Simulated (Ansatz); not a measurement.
# SO2 (sulfur dioxide): BHLYP/STO-3G

What is the vertical ionisation energy of SO2 (sulfur dioxide) at BHLYP/STO-3G? 

The results are computed with Ansatz 0.2.0.

47 further runs of the same task are left out: 20 that didn't finish, 27 set aside as unsound or not needed.

**1. Starting point**

The species is SO2 (3 atoms), meant as a singlet with charge 0. SMILES: `O=S=O`. The coordinates come from a GFN2-xTB relaxation.

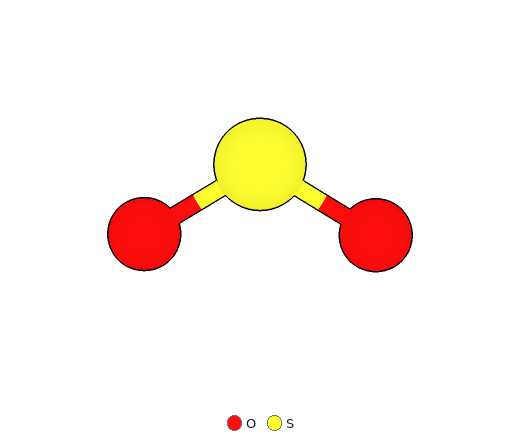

The structure, seen from a chosen angle (oxygen red, sulfur yellow).

**2. A single-point energy at BHLYP/STO-3G**

job.yaml

```yaml
basis:
  gaussian:
    orbitals: STO-3G
crystal:
  periodic: [false, false, false]
  atoms:
    - symbol: O
      position_ang: [-0.970250, 0.629650, -0.459050]
    - symbol: S
      position_ang: [0.280030, 0.371410, 0.194090]
    - symbol: O
      position_ang: [0.690220, -1.001060, 0.264960]
hamiltonian:
  xc: {name: BHLYP}
accuracy: high
```

Launch:

```sh
$ ansatz run job.yaml --threads 1 --pin off --max-ram 2610MiB --events-out events.jsonl --progress --plain --runs-dir runs
```

Output:

```text
Warning: RAYON_NUM_THREADS=1 ignored (pool sized by the plan → 1); use --threads N
Functional definition: BHLYP
  name "BHLYP"
  parameter a = 0.5
  exchange = (1 - a)*b88_x + a*exact_x
  correlation = lyp_c
336 factors; integrals over basis functions are off by at most 2.4e-8 eV
mean field evaluation 1: about -14738.9187 eV, gradient 4.0e1 eV
mean field evaluation 2: about -14741.4495 eV, gradient 3.1e1 eV
mean field evaluation 4: about -14744.6836 eV, gradient 2.8e-1 eV
mean field evaluation 8: about -14744.7369 eV, gradient 1.3e-2 eV
mean field evaluation 16: about -14744.7369 eV, gradient 1.6e-7 eV
mean field -14744.73686703 eV, -541.8590855216 hartree, gradient 1.2e-8 eV, S^2 0.000000; 0 other end points of the search recorded, 0 dependent functions left out
reference -14744.73687911 eV, -541.8590859657 hartree; 16, 16 occupied and 3, 3 virtual orbitals, 336 factors
Total energy: -14744.73687911 eV, -541.8590859657 hartree
```

It took 0.77 s on 1 thread of AMD EPYC 7R43 (Zen 3), shared host; peak memory 0.11 GiB.

**3. The doublet cation, same level**

job.yaml

```yaml
crystal:
  periodic: [false, false, false]
  atoms:
    - {symbol: O, position_ang: [-0.970250, 0.629650, -0.459050]}
    - {symbol: S, position_ang: [0.280030, 0.371410, 0.194090]}
    - {symbol: O, position_ang: [0.690220, -1.001060, 0.264960]}
basis:
  gaussian:
    orbitals: STO-3G
total_charge: 1
magnetization:
  spin_polarized: true
  initial_magnetization: 1
hamiltonian:
  xc: {name: BHLYP}
accuracy: high
```

Launch:

```sh
$ ansatz run job.yaml --threads 1 --pin off --max-ram 2610MiB --events-out events.jsonl --progress --plain --runs-dir runs
```

Output:

```text
Warning: RAYON_NUM_THREADS=1 ignored (pool sized by the plan → 1); use --threads N
Functional definition: BHLYP
  name "BHLYP"
  parameter a = 0.5
  exchange = (1 - a)*b88_x + a*exact_x
  correlation = lyp_c
336 factors; integrals over basis functions are off by at most 2.4e-8 eV
mean field evaluation 1: about -14727.0924 eV, gradient 3.7e1 eV
mean field evaluation 2: about -14728.0846 eV, gradient 3.5e1 eV
mean field evaluation 4: about -14736.6357 eV, gradient 8.5e-1 eV
mean field evaluation 8: about -14736.6877 eV, gradient 2.8e-2 eV
mean field evaluation 16: about -14736.8982 eV, gradient 3.2e0 eV
mean field evaluation 32: about -14736.9433 eV, gradient 2.1e0 eV
mean field -14737.04257037 eV, -541.5763253349 hartree, gradient 6.7e-8 eV, S^2 1.112819; 3 other end points of the search recorded, 0 dependent functions left out
reference -14737.04258223 eV, -541.5763257706 hartree; 16, 15 occupied and 3, 4 virtual orbitals, 336 factors
Total energy: -14737.04258223 eV, -541.5763257706 hartree
```

Wall time 2.1 s (1 thread of AMD EPYC 7R43 (Zen 3), shared host); peak memory 0.13 GiB.

**4. Results**

Level: BHLYP/STO-3G.

| quantity | value |
| --- | --- |
| singlet SO2: total energy | -541.85909 Eh |
| doublet cation: total energy | -541.57633 Eh |
| doublet cation: ⟨S²⟩ | 1.113 |
| vertical ionisation energy (to the doublet cation) | 7.694 eV |

What this shows: The vertical ionisation energy comes to 7.69 eV (177 kcal/mol). In a minimal basis such a difference can be off by several eV, whatever the method. ⟨S²⟩ (doublet cation) is 1.11 where a pure doublet has 0.75: the reference is spin-contaminated.
